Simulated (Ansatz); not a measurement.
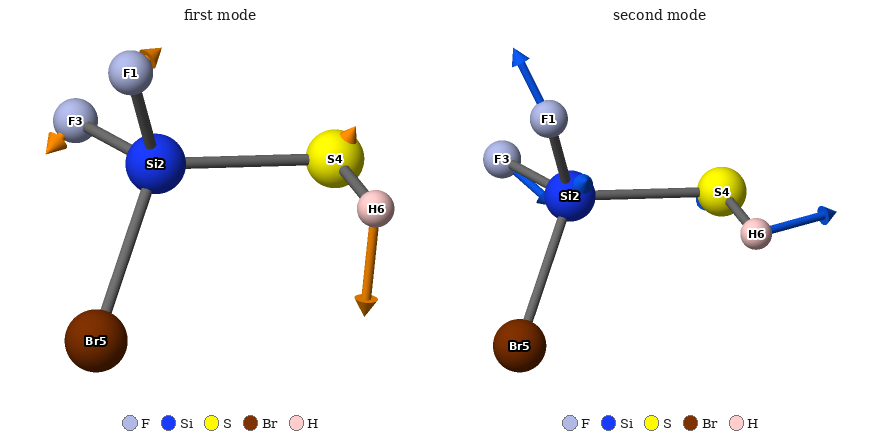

The system is BrF₂HSSi, SMILES F[Si](F)(S)Br; the picture shows the reference structure; its two panels give the patterns of the first and the second mode as arrows. 
- First axis: normal mode 3 (193 cm⁻¹). Second axis: normal mode 4 (229 cm⁻¹).
- Nothing is relaxed (straight displacements along the two mass-weighted modes).
- The grid has 13 × 13 points.
- Points are written as (first, second).
- All energies are given in kJ/mol relative to the relaxed molecule at the same level.
- Computed with RKS PBE0-D4/def2-SVP in Ansatz 0.2.0.

Its coordinates:

| atom | x (Å) | y (Å) | z (Å) |
| --- | --- | --- | --- |
| F | 1.1535 | -0.3766 | 1.2984 |
| Si | 0.2612 | -0.4048 | -0.0360 |
| F | 0.0593 | -1.9437 | -0.4362 |
| S | -1.6605 | 0.3937 | 0.2722 |
| Br | 1.4133 | 0.6199 | -1.5901 |
| H | -1.1847 | 1.6475 | 0.4455 |

Range: normal mode 3 (193 cm⁻¹) from −0.918 to 0.918 amu½·Å; normal mode 4 (229 cm⁻¹) from −2.50 to 2.50 amu½·Å.

What will the energy surface look like?

The lowest grid point is at (0.000 amu½·Å, 0.00 amu½·Å), 0 kJ/mol from the relaxed molecule at the same level. It is the only kind of minimum in the scanned range. The highest grid point, (0.918 amu½·Å, −2.50 amu½·Å), lies 108 kJ/mol above the lowest.

```tsv
normal mode 4 (229 cm⁻¹) ↓, normal mode 3 (193 cm⁻¹) →	−0.918	−0.765	−0.612	−0.459	−0.306	−0.153	0.000	0.153	0.306	0.459	0.612	0.765	0.918
2.50	105	93	83	76	71	67	66	66	67	69	72	77	83
2.08	78	67	58	52	48	45	44	44	45	47	50	54	60
1.67	56	46	38	33	30	28	27	27	28	30	33	36	42
1.25	39	30	24	19	17	15	15	15	16	17	20	23	28
0.83	27	19	13	10	8	7	6	7	7	9	11	14	19
0.42	19	12	7	4	3	2	2	2	2	3	6	9	15
0.00	16	9	5	2	1	0	0	0	1	2	4	8	14
−0.42	16	10	6	4	2	2	2	2	3	4	7	11	18
−0.83	20	15	11	9	7	7	7	7	8	10	13	18	26
−1.25	29	23	20	17	16	15	15	16	17	20	24	30	39
−1.67	42	36	32	30	29	28	28	29	31	34	40	47	56
−2.08	60	54	50	47	46	45	46	47	50	54	60	69	79
−2.50	82	76	72	70	68	68	69	71	74	79	87	96	108
```

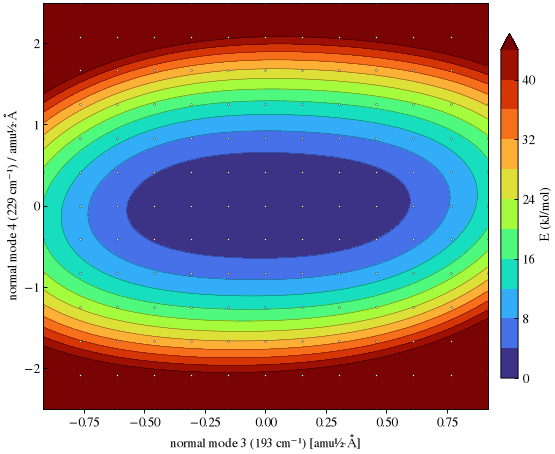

In the figure: filled contours, dots at the grid points, one colour for all values above the top of the scale. Between grid points the surface is interpolated.

Time for the 169 points that were run: 8.8 min on 1 thread of Intel(R) Xeon(R) 6975P-C (Granite Rapids), on a shared host.
